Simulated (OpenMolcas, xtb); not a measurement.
## AlSi2H5O (SMILES [SiH3][Al]1[O][SiH2]1): the dipole moment, rung by rung

AlSi2H5O has 9 atoms, charge 0, and is taken as a singlet. As SMILES, `[SiH3][Al]1[O][SiH2]1`. The shape is that of a PBE0-D4/def2-TZVP optimisation.

Quantity: the dipole moment, in D. The values are calculated.

```json
{"level": "GFN1-xTB", "kind": "semi-empirical", "program": "xtb", "value (D)": "3.03"}
{"level": "HF/6-31G* (spherical functions)", "kind": "Hartree–Fock", "program": "OpenMolcas", "value (D)": "2.36"}
{"level": "SVWN5/6-31G* (spherical functions)", "kind": "LDA", "program": "OpenMolcas", "value (D)": "1.74"}
{"level": "PBE/6-31G* (spherical functions)", "kind": "GGA", "program": "OpenMolcas", "value (D)": "1.71"}
{"level": "TPSS/6-31G* (spherical functions)", "kind": "meta-GGA", "program": "OpenMolcas", "value (D)": "1.74"}
{"level": "BHLYP/6-31G* (spherical functions)", "kind": "global hybrid", "program": "OpenMolcas", "value (D)": "2.14"}
{"level": "PBE0/6-31G* (spherical functions)", "kind": "global hybrid", "program": "OpenMolcas", "value (D)": "1.92"}
```

The values span 1.71 to 3.03 D. Magnitudes only.

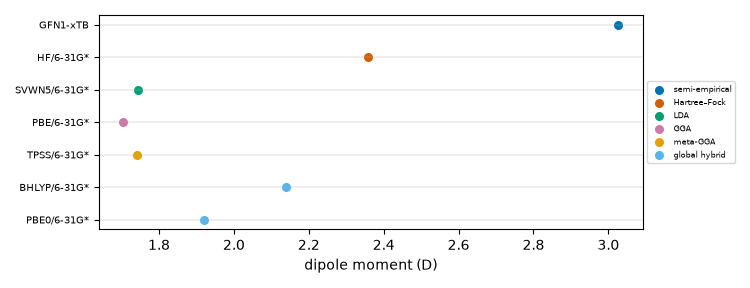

The values of the table, level by level.
